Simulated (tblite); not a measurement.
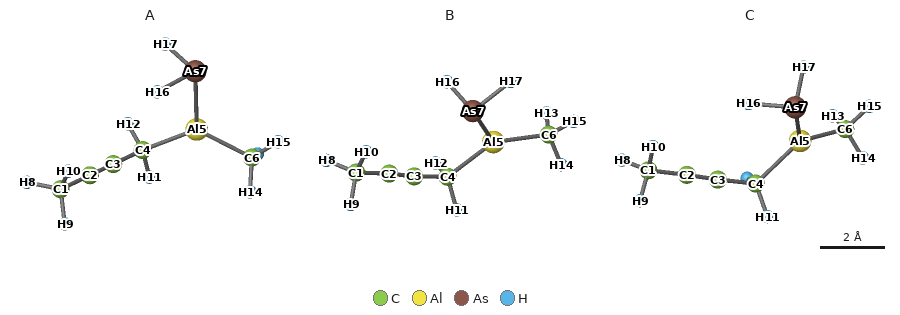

3 geometries from one relaxation of C5H10AlAs, in shuffled order. The picture is a ball-and-stick view, seen from a free direction.

Theory: tblite, GFN2-xTB geometry optimisation, gas phase. 

> Order the frames from highest to lowest energy.

A, C, B. They are steps 0, 185, 255, at +0.292 eV, +0.053 eV relative to the last. The atom that moves furthest after the best rigid fit is H17 (2.32 Å). By element the largest moves are H 2.32 Å, As 1.59 Å, C 0.86 Å, Al 0.45 Å. Near-neighbour distances that change, for instance: As7–H17 1.570 → 1.518 Å, C4–Al5 1.981 → 2.030 Å, As7–H16 1.555 → 1.514 Å, Al5–As7 2.447 → 2.418 Å. Among the angles between lasting bonds that change: C3–C4–Al5 110.6° → 101.1°, Al5–As7–H16 91.9° → 83.2°, C6–Al5–As7 120.0° → 126.9°. Groups turn about Al5–As7 by about 120°, C4–Al5 by about 55°. Over 255 geometry steps the energy falls by 0.292 eV.
